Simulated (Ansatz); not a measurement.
# B3H6N3: the cost of one run

All numbers are computed with Ansatz 0.2.0, driven from Python. Level of theory: PBE0+D4/def2-SVP.

## 1. The system

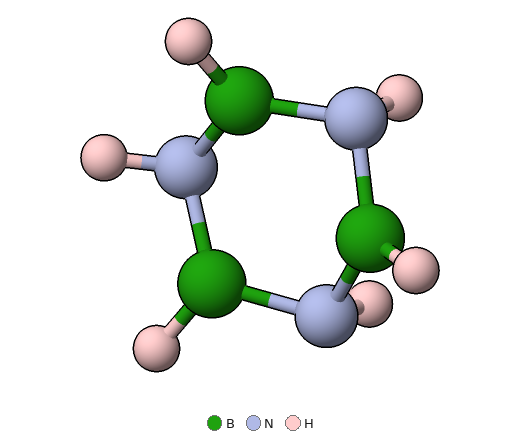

The starting structure, viewed from a chosen angle; boron green, nitrogen light blue, hydrogen pink.

No structure file is read: the coordinates are typed or built in the script.

## 2. The code

run_freq.py

```python
# -*- coding: utf-8 -*-
import itertools
import logging
import sys

import ansatz
from ase.data import atomic_numbers, covalent_radii
import numpy as np

logging.basicConfig(stream=sys.stdout, format="[%(levelname)s] %(message)s")
logger = logging.getLogger("ansatz_job")
logger.setLevel(logging.INFO)

molecule = (
    ansatz.Crystal.molecule()
    .atom("B", [0.9349, -1.0074, -0.243])
    .atom("N", [1.2925, 0.1651, 0.6739])
    .atom("B", [0.3681, 1.3294, 0.3136])
    .atom("N", [-1.1382, 1.1004, 0.2019])
    .atom("B", [-1.3303, -0.1284, -0.6875])
    .atom("N", [-0.5322, -1.4064, -0.4218])
    .atom("H", [1.7436, -1.8585, -0.3777])
    .atom("H", [2.2683, 0.4594, 0.4447])
    .atom("H", [0.8231, 2.3796, 0.0179])
    .atom("H", [-1.4716, 0.8372, 1.1564])
    .atom("H", [-2.1041, -0.0935, -1.5789])
    .atom("H", [-0.8544, -1.7767, 0.5005])
)

setup = (
    molecule.calculation()
    .basis(gaussian="def2-SVP")
    .functional("PBE0", dispersion="d4")
)
symbols = [site.symbol for site in molecule.cartesian_sites]
start = np.array([site.position_ang for site in molecule.cartesian_sites], dtype=float)
r = setup.relax(force_tolerance=0.003).run(threads=1, pin="off").report
end = np.array(r["positions_ang"])

radius = [covalent_radii[atomic_numbers[s]] for s in symbols]
span = lambda where, i, j: np.linalg.norm(where[i] - where[j])
bonded = [(i, j) for i, j in itertools.combinations(range(len(symbols)), 2) if min(span(start, i, j), span(end, i, j)) < 1.2 * (radius[i] + radius[j])]
logger.info("pair        before    after (A)")
for i, j in bonded:
    print(f"{symbols[i]}{i}-{symbols[j]}{j}".ljust(10), f"{span(start, i, j):8.4f} {span(end, i, j):8.4f}")
for first, second in list(itertools.combinations(bonded, 2)):
    shared = set(first) & set(second)
    if shared and symbols[(j := shared.pop())] != "H":
        i, k = sorted((set(first) | set(second)) - {j})
        u, v = end[i] - end[j], end[k] - end[j]
        angle = np.degrees(np.arccos(np.clip(u @ v / np.linalg.norm(u) / np.linalg.norm(v), -1, 1)))
        logger.info(f"final angle {symbols[i]}{i}-{symbols[j]}{j}-{symbols[k]}{k}: {angle:.2f} deg")

minimum = ansatz.Crystal.molecule()
for symbol, place in zip(symbols, end):
    minimum = minimum.atom(symbol, place.tolist())
vibrating = (
    minimum.calculation()
    .basis(gaussian="def2-SVP")
    .functional("PBE0", dispersion="d4")
    .phonons(temperatures=(100, 500, 100))
)
vib = vibrating.run(threads=1, pin="off").report["vibrations"]
sums = vib["harmonic_sums"]
modes = [m["omega_inv_cm"] for m in sums["modes_at_gamma"] if m["rigid_motion"] == "no"]
print("frequencies (1/cm):", " ".join(f"{w:.0f}" for w in modes))
print("imaginary modes:", sum(w < 0 for w in modes), " zero-point energy:", round(sums["zero_point_energy_ev"], 4), "eV")
logger.info("T (K)   F_vib (eV)   S_vib (meV/K)   C_vib (meV/K)")
for row in zip(sums["temperatures_k"], sums["vibrational_free_energy_ev"], vib["entropy_ev_per_k"], vib["heat_capacity_ev_per_k"]):
    logger.info(f"{row[0]:6.1f} {row[1]:11.4f} {1000 * row[2]:13.4f} {1000 * row[3]:15.4f}")
```

## 3. The run

Started as:

```console
$ python run_freq.py
```

Q: Estimate wall time and peak memory on 1 thread of AMD EPYC 9R45 (Zen 5), shared host.

About 2.6 min, with a peak of 0.35 GiB.
